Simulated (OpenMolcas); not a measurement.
## How basis sets differ on BH2SeF (SMILES FB[SeH])

BH2SeF: 5 atoms, total charge 0, spin state singlet. As SMILES, `FB[SeH]`. The coordinates come from a PBE0-D4/def2-TZVP relaxation. This is one conformer, not always the lowest.

```xyz
5

F    -0.2859   -1.6272    0.8243
B    -0.2775   -0.5322    0.0870
Se    1.1022    0.7800    0.4262
H    -1.1069   -0.3793   -0.7575
H     0.6180    1.6850   -0.6214
```

Each level gives the HOMO–LUMO gap (eV). The values are calculated.

```
      level          kind     program  value (eV)  CPU time
  HF/STO-3G  Hartree–Fock  OpenMolcas       15.17     2.1 s
   HF/3-21G  Hartree–Fock  OpenMolcas       13.33     2.5 s
 HF/pcseg-1  Hartree–Fock  OpenMolcas       13.09     5.1 s
HF/def2-SVP  Hartree–Fock  OpenMolcas       13.18     5.2 s
```

All-electron rows without a relativistic Hamiltonian named are non-relativistic. The values span 13.09 to 15.17 eV. A Hartree–Fock LUMO above zero doesn't converge with the basis: it sinks as sets grow more diffuse. Orbital gaps aren't excitation energies. Times are those of the runs behind each value, whatever else they computed, on shared processors of several kinds: orders of magnitude only.

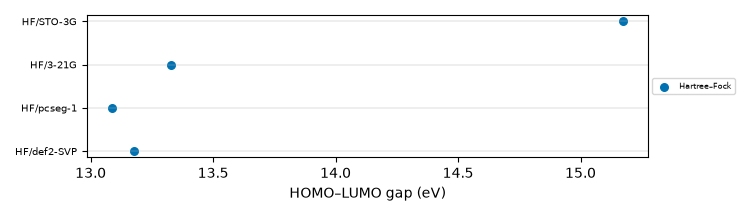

The values of the table, level by level.
